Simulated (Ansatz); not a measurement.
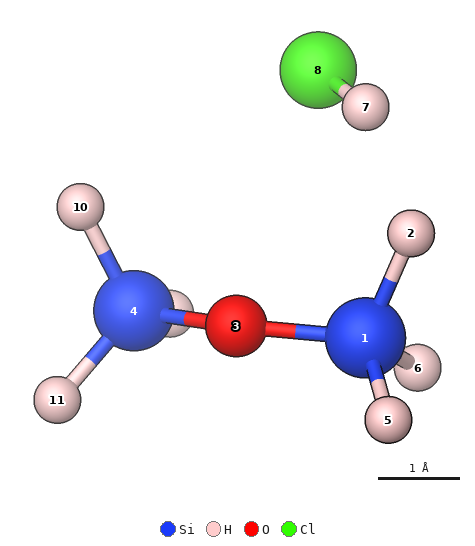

**Figure 1.** The starting structure (ball-and-stick view, seen at a tilt; atoms are numbered from 1 in the order of the input). Bond lengths as drawn: Cl–H 1.28 Å, H–Si 1.48 to 1.49 Å and O–Si 1.63 to 1.64 Å.

# Nudged elastic band, with input and output: Si₂H₇ClO

- system: Si₂H₇ClO
- method: RKS PBE0-D4/def2-SVP (Ansatz 0.2.0)

Some settings of this run were made unusual or wrong on purpose. Figures and captions count atoms from 1; the log counts them from 0 in places.

## Input file
```yaml
crystal:
  periodic: [false, false, false]
  atoms:
    - {symbol: Si, position_ang: [-1.046943, 0.891723, -0.801064]}
    - {symbol: H, position_ang: [-0.026658, 1.936684, -1.112110]}
    - {symbol: O, position_ang: [-0.308944, -0.546687, -0.619569]}
    - {symbol: Si, position_ang: [0.261409, -1.702389, 0.392867]}
    - {symbol: H, position_ang: [-1.996651, 0.816634, -1.936798]}
    - {symbol: H, position_ang: [-1.760128, 1.286854, 0.440699]}
    - {symbol: H, position_ang: [1.522441, 1.954321, 0.246163]}
    - {symbol: Cl, position_ang: [2.074182, 1.534328, 1.326047]}
    - {symbol: H, position_ang: [-0.081212, -1.367863, 1.798973]}
    - {symbol: H, position_ang: [1.732080, -1.808589, 0.239553]}
    - {symbol: H, position_ang: [-0.369679, -2.994916, 0.025139]}
basis:
  gaussian: {orbitals: def2-SVP}
hamiltonian: {xc: pbe0, dispersion: d4}
neb:
  images: 5
  climbing: true
  max_iterations: 30
  initial_path: idpp
  f_tol: 2.0
  final_atoms:
    - {symbol: Si, position_ang: [-1.254932, 0.994735, 0.543133]}
    - {symbol: H, position_ang: [1.265731, 0.844187, -2.107652]}
    - {symbol: O, position_ang: [-0.728400, -0.528080, 0.410826]}
    - {symbol: Si, position_ang: [0.499327, -1.599449, 0.216576]}
    - {symbol: H, position_ang: [-1.626037, 1.528696, -0.784434]}
    - {symbol: H, position_ang: [-2.384127, 1.033851, 1.494280]}
    - {symbol: H, position_ang: [1.430807, 1.304416, -1.542936]}
    - {symbol: Cl, position_ang: [0.231113, 2.197723, 1.292800]}
    - {symbol: H, position_ang: [0.180288, -2.809839, 1.011172]}
    - {symbol: H, position_ang: [1.775486, -1.005219, 0.684698]}
    - {symbol: H, position_ang: [0.610643, -1.960920, -1.218563]}
```

Hardware: 4 threads of AMD EPYC, 180 GiB of memory available, shared host.

Launched with:
```bash
ansatz run in.yaml --threads 4 --pin off --events-out ev --progress --plain --max-ram 9574MiB
```

## Log
```
Functional definition: PBE0
  name "PBE0"
  cite "Adamo & Barone, J. Chem. Phys. 110, 6158 (1999) doi:10.1063/1.478522"
  cite "Perdew, Burke & Ernzerhof, Phys. Rev. Lett. 77, 3865 (1996) doi:10.1103/PhysRevLett.77.3865"
  parent pbe
  parameter a = 0.25
  parameter kappa = 0.804
  parameter beta = 0.06672455060314922
  exchange = (1 - a)*pbe_x(kappa = kappa, mu = beta*pi^2/3) + a*exact_x
  correlation = pbe_c(beta = beta)
1041 factors; integrals over basis functions are off by at most 4.8e-4 eV
mean field evaluation 1: about -30413.5022 eV, gradient 4.4e1 eV
mean field evaluation 2: about -30406.7965 eV, gradient 7.4e1 eV
mean field evaluation 4: about -30416.9098 eV, gradient 1.3e0 eV
mean field evaluation 8: about -30416.9122 eV, gradient 7.3e-3 eV
mean field -30416.91219452 eV, -1117.8009058249 hartree, gradient 5.0e-5 eV, S^2 0.000000; 0 other end points of the search recorded, 0 dependent functions left out
the calculation of the forces begins
reference -30416.91222446 eV, -1117.8009069253 hartree; 30, 30 occupied and 73, 73 virtual orbitals, 1041 factors
1045 factors; integrals over basis functions are off by at most 5.8e-4 eV
mean field evaluation 16: about -30417.6232 eV, gradient 4.6e0 eV
mean field -30417.67257238 eV, -1117.8288491958 hartree, gradient 9.9e-6 eV, S^2 0.000000; 0 other end points of the search recorded, 0 dependent functions left out
[... from here on the field's lines of each further geometry are left out, up to the last ...]
NEB iter   1: max|band force component| = 3.895e0 eV/Å  barrier→ = 4.6041 eV  barrier← = 5.3776 eV  Δτ_max = 0.2000 Å  (174 SCF iters)
NEB iter   2: max|band force component| = 3.095e0 eV/Å  barrier→ = 3.0776 eV  barrier← = 3.8511 eV  Δτ_max = 0.2000 Å  (140 SCF iters)
NEB iter   3: max|band force component| = 8.061e0 eV/Å  barrier→ = 1.4442 eV  barrier← = 2.2177 eV  Δτ_max = 0.1005 Å  (133 SCF iters)
the calculation of the forces begins
reference -30417.65081348 eV, -1117.8280495712 hartree; 30, 30 occupied and 73, 73 virtual orbitals, 1045 factors
1041 factors; integrals over basis functions are off by at most 1.6e-3 eV
mean field -30415.80037157 eV, -1117.7600470852 hartree, gradient 2.1e-5 eV, S^2 0.000000; 1 other end points of the search recorded, 0 dependent functions left out
the calculation of the forces begins
reference -30415.80039987 eV, -1117.7600481254 hartree; 30, 30 occupied and 73, 73 virtual orbitals, 1041 factors
NEB iter   4: max|band force component| = 1.855e0 eV/Å  barrier→ = 1.0880 eV  barrier← = 1.8616 eV  CI = image 3  Δτ_max = 0.0000 Å  (252 SCF iters)
```

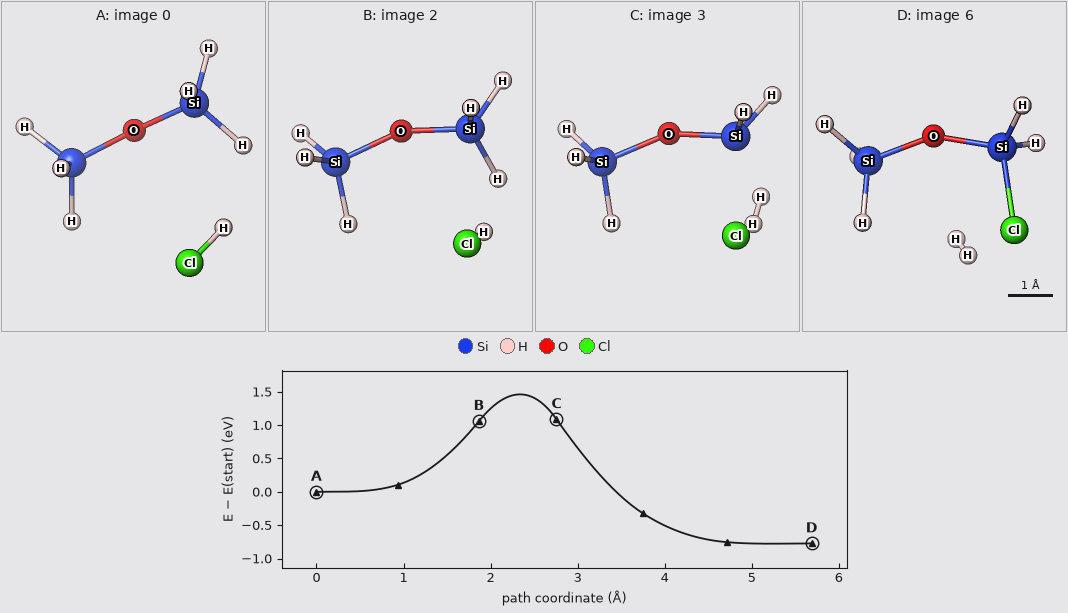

**Figure 2.** Images of the last band (counted from 0; ball-and-stick, seen at a tilt) above the energy along the path; the line is a cubic interpolation that uses the forces. The highest image is number 3, 1.088 eV above the start and 1.862 eV above the end (the climbing image); the end lies 0.774 eV below the start. The path is 5.69 Å long. The band converged in 4 iterations. The end points carry forces over 0.1 eV/Å, so they aren't fully relaxed minima and the barriers are approximate.

```
Total energy: -30416.02882833 eV, -1117.7684427163 hartree
Atom 0 at    -0.869886     1.054357    -0.190187 Å, force     0.500580     1.033134     1.643769 eV/Å
Atom 1 at     0.691166     1.414977    -1.565092 Å, force     0.027829    -0.175219    -1.174007 eV/Å
Atom 2 at    -0.588794    -0.520966    -0.107940 Å, force    -0.294801    -0.744127    -0.477528 eV/Å
Atom 3 at     0.284125    -1.799486     0.498863 Å, force     0.252909     0.241325     0.116621 eV/Å
Atom 4 at    -1.725358     1.341189    -1.425530 Å, force     1.131679     0.233278     0.145692 eV/Å
Atom 5 at    -1.726947     1.534825     0.915212 Å, force    -0.109315     0.085295     0.171073 eV/Å
Atom 6 at     1.225543     1.531119    -1.015930 Å, force    -0.104558    -0.098894    -0.497665 eV/Å
Atom 7 at     1.131404     1.839648     0.932442 Å, force    -1.635395    -0.212405    -0.011891 eV/Å
Atom 8 at    -0.021568    -1.931473     1.952256 Å, force     0.078516    -0.091260    -0.020493 eV/Å
Atom 9 at     1.698231    -1.429489     0.241032 Å, force     0.188651    -0.261046     0.112168 eV/Å
Atom 10 at    -0.098019    -3.034600    -0.235226 Å, force    -0.036095    -0.010081    -0.007739 eV/Å
Dipole moment:    -0.269129    -0.262242    -0.304016 e Å
```

## The last band as extended XYZ (Å, eV, eV/Å)
```
11
Properties=species:S:1:pos:R:3:forces:R:3 image=0 energy=-30417.11683
Si   -1.0469    0.8917   -0.8011   -0.2555   0.5307  -0.1263
H    -0.0267    1.9367   -1.1121    0.0726   0.1213  -0.0235
O    -0.3089   -0.5467   -0.6196    0.0710  -0.1254  -0.3124
Si    0.2614   -1.7024    0.3929    0.2559  -0.4204   0.3255
H    -1.9967    0.8166   -1.9368   -0.1017   0.0258  -0.1014
H    -1.7601    1.2869    0.4407   -0.0774   0.0549   0.1219
H     1.5224    1.9543    0.2462   -0.0612   0.0623  -0.1769
Cl    2.0742    1.5343    1.3260    0.0323  -0.0935   0.1511
H    -0.0812   -1.3679    1.7990   -0.0329   0.0209   0.1509
H     1.7321   -1.8086    0.2396    0.1423  -0.0368   0.0036
H    -0.3697   -2.9949    0.0251   -0.0453  -0.1396  -0.0125
11
Properties=species:S:1:pos:R:3:forces:R:3 image=1 energy=-30417.01301
Si   -1.0288    0.9700   -0.6700   -0.3455   0.1076  -0.3773
H     0.1113    1.7529   -1.2828   -0.2337   0.1992   0.3804
O    -0.4679   -0.5474   -0.4357   -0.0099  -0.3031   0.0584
Si    0.2720   -1.7402    0.4325    0.1780  -0.1488  -0.0913
H    -2.0761    0.9849   -1.7290   -0.0703  -0.0969  -0.0465
H    -1.6870    1.4457    0.5912    0.3727   0.2856  -0.1331
H     1.5729    1.7115   -0.1037    0.1661   0.0517   0.7936
Cl    1.8006    1.7562    1.1926   -0.0552  -0.0722  -0.6813
H    -0.1156   -1.7205    1.8738   -0.0513   0.0621  -0.0166
H     1.7486   -1.5762    0.3136    0.0473  -0.0383   0.0436
H    -0.1301   -3.0369   -0.1825    0.0020  -0.0470   0.0701
11
Properties=species:S:1:pos:R:3:forces:R:3 image=2 energy=-30416.05458
Si   -0.8947    1.0202   -0.4917   -0.8105   0.5460  -0.4586
H     0.3468    1.4858   -1.3832   -1.0688   0.0497   0.5739
O    -0.5874   -0.5435   -0.1992   -0.0318  -1.1518   0.1824
Si    0.2739   -1.7996    0.4729    0.0854   0.5850  -0.4945
H    -1.9022    1.2694   -1.5425   -0.4236  -0.2488  -0.3229
H    -1.6861    1.4947    0.7793    1.1720   0.2709  -0.8390
H     1.4034    1.6720   -0.4122    0.1108   0.0822   0.3332
Cl    1.4338    1.8186    0.8900    0.8585   0.1983   0.7345
H    -0.0439   -1.9752    1.9178    0.0036   0.0085   0.0125
H     1.6979   -1.4018    0.2571    0.1153  -0.2999   0.1979
H    -0.0414   -3.0406   -0.2885   -0.0109  -0.0401   0.0806
11
Properties=species:S:1:pos:R:3:forces:R:3 image=3 energy=-30416.02880
Si   -0.8699    1.0544   -0.1902    0.5006   1.0331   1.6438
H     0.6912    1.4150   -1.5651    0.0278  -0.1752  -1.1740
O    -0.5888   -0.5210   -0.1079   -0.2948  -0.7441  -0.4775
Si    0.2841   -1.7995    0.4989    0.2529   0.2413   0.1166
H    -1.7254    1.3412   -1.4255    1.1317   0.2333   0.1457
H    -1.7269    1.5348    0.9152   -0.1093   0.0853   0.1711
H     1.2255    1.5311   -1.0159   -0.1046  -0.0989  -0.4977
Cl    1.1314    1.8396    0.9324   -1.6354  -0.2124  -0.0119
H    -0.0216   -1.9315    1.9523    0.0785  -0.0913  -0.0205
H     1.6982   -1.4295    0.2410    0.1887  -0.2610   0.1122
H    -0.0980   -3.0346   -0.2352   -0.0361  -0.0101  -0.0077
11
Properties=species:S:1:pos:R:3:forces:R:3 image=4 energy=-30417.43659
Si   -0.9685    1.1496    0.0582    1.1229   0.8226   0.9185
H     0.8920    0.9734   -1.9487   -0.0321  -0.1994  -0.4825
O    -0.6820   -0.4386    0.1513   -0.2784  -0.3280  -0.3638
Si    0.2725   -1.7280    0.5575    0.0987   0.0399   0.2351
H    -1.5476    1.4514   -1.2925    0.5532   0.2548   0.1583
H    -1.9076    1.6070    1.1054   -0.1100   0.0406   0.0555
H     1.4011    1.2074   -1.4430    0.1318   0.0165  -0.0323
Cl    0.9451    2.0351    0.7770   -1.6313  -0.3165  -0.5346
H     0.0147   -1.9793    2.0031    0.1213  -0.2124   0.0178
H     1.7026   -1.3930    0.3183    0.0543  -0.0410   0.0153
H    -0.1224   -2.8848   -0.2868   -0.0304  -0.0770   0.0128
11
Properties=species:S:1:pos:R:3:forces:R:3 image=5 energy=-30417.87161
Si   -0.9669    1.2744    0.2180   -0.0863   0.2580  -0.0249
H     0.9883    0.4300   -2.2658   -0.1054  -0.1745  -0.2205
O    -0.7310   -0.3163    0.4653   -0.1538  -0.1925  -0.0387
Si    0.2406   -1.6426    0.6570    0.0645  -0.1487   0.1163
H    -1.5082    1.4884   -1.1536    0.1478   0.0830   0.0526
H    -1.8735    1.8469    1.2426   -0.0630  -0.0491   0.0247
H     1.4489    0.8146   -1.8082    0.1100   0.1001   0.1124
Cl    0.8517    2.2207    0.4790    0.0472   0.1886  -0.0263
H    -0.0158   -2.1777    2.0233    0.0522  -0.0946   0.0027
H     1.6788   -1.2772    0.5139    0.0050   0.0337   0.0021
H    -0.1131   -2.6612   -0.3716   -0.0183  -0.0041  -0.0004
11
Properties=species:S:1:pos:R:3:forces:R:3 image=6 energy=-30417.89036
Si   -0.9305    1.3701    0.3409   -0.2979   0.6169  -0.1434
H     0.9101   -0.1593   -2.4297   -0.2457  -0.3959  -0.2364
O    -0.7010   -0.1961    0.6696   -0.2597  -0.1547   0.1547
Si    0.2648   -1.5227    0.6825    0.3017  -0.5238   0.0156
H    -1.4824    1.5353   -1.0205   -0.0738   0.0258  -0.1304
H    -1.8099    1.9558    1.3729   -0.0975   0.0653   0.0857
H     1.2645    0.4037   -2.0899    0.2432   0.4074   0.2562
Cl    0.8575    2.3785    0.4027    0.2892   0.1231  -0.0011
H    -0.0721   -2.3222    1.8847   -0.0076  -0.0983   0.1088
H     1.6910   -1.1165    0.7249    0.1524   0.0334   0.0053
H     0.0080   -2.3266   -0.5383   -0.0044  -0.0993  -0.1152
```

## What the run reported

```tsv
quantity	value
outcome	converged
barrier, forward	1.088 eV
barrier, backward	1.862 eV
dipole moment (one image of the band)	2.32 D
wall time	91 s (CPU time 3.8 min)
peak memory	0.56 GiB
```

## Diagnosis

This input holds a deliberate fault: tolerance too loose. The run converged all the same; its numbers are those of the faulty input and shouldn't be used.
